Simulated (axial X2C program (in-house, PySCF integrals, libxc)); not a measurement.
**Relativistic diatomic calculation, with input and output: PbCl⁻**

PbCl⁻, single determinant with Ω = 0. Computed at this level: PBE0, two-component X2C with atomic mean-field Coulomb and Gaunt terms, Pb dyall-av3z, Cl dyall-av3z (cores contracted) (axial X2C program (in-house, PySCF integrals, libxc)).

The input:
```
{"zs": [82, 17], "q": -1, "bas": ["dyall-av3z", "dyall-av3z"], "levels": ["PBE0", "HF", "M06", "TPSS"], "cc": false, "r0": 2.43, "npts": 10, "nst": 2, "ntry": 6, "opt": {"ecut": 0.5}}
```

The line is the task of a batch: nuclear charges, charge, bases, the levels to run, a first guess of the distance and further settings. This report covers PBE0 with spin-orbit coupling. The log is that of the reference distance 2.742 Å, started from orbitals converged before.

The run was one of a batch that the task file lists, launched with:
```bash
python <driver script> task.json out
```

Output:
```
two-component X2C + atomic mean field  PBE0
basis functions 224  fitting functions 1223  grid points 5086
iter        total energy     max residual
   1     -21353.589375020     3.45e-06
   2     -21353.589375020     4.97e-06
converged
one-electron -29752.57989265  Coulomb 8573.66100365  exact exchange -104.22087512  xc functional -319.20790620  nuclear repulsion 269.02736398  atomic mean-field constant -20.26906868
```

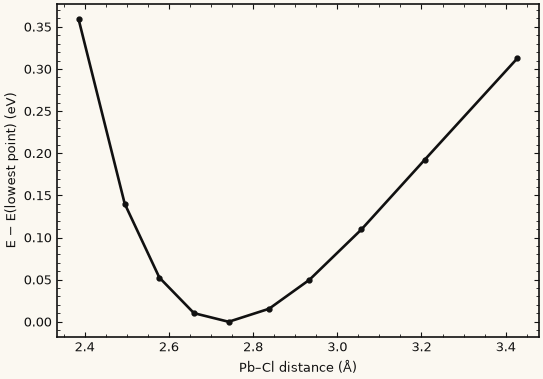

**Figure 1.** Energy at 10 bond lengths, for one set of occupations held fixed; the line joins the points. A polynomial of degree 6 through 9 points gives rₑ = 2.734 Å, ωₑ = 174.7 cm⁻¹, ωₑxₑ = 1.3 cm⁻¹ and Bₑ = 0.07535 cm⁻¹. The minimum lies 0.88 eV below Pb + Cl⁻, each computed as one determinant at the same level.

Outcome:

- outcome: converged; a filled level lies above zero
- bond length rₑ: 2.734 Å
- ωₑ: 174.7 cm⁻¹
- energy at the minimum: −21353.58938 hartree
- depth below the fragments: 0.88 eV
- hardware: 1 CPU thread, shared host
- wall time: 12 s

What is odd here:

This input holds a deliberate oddity: few virtuals (ecut = 0.5). The program ran to the end. Its numbers are those of the input as typed; this run alone doesn't show how far the oddity moves them. The highest filled level (PBE0, up to 0.61 eV) lies above zero. That is common for anions, where the functional's self-interaction leaves the outer electrons unbound; only the finite basis holds them, so such levels depend on it.
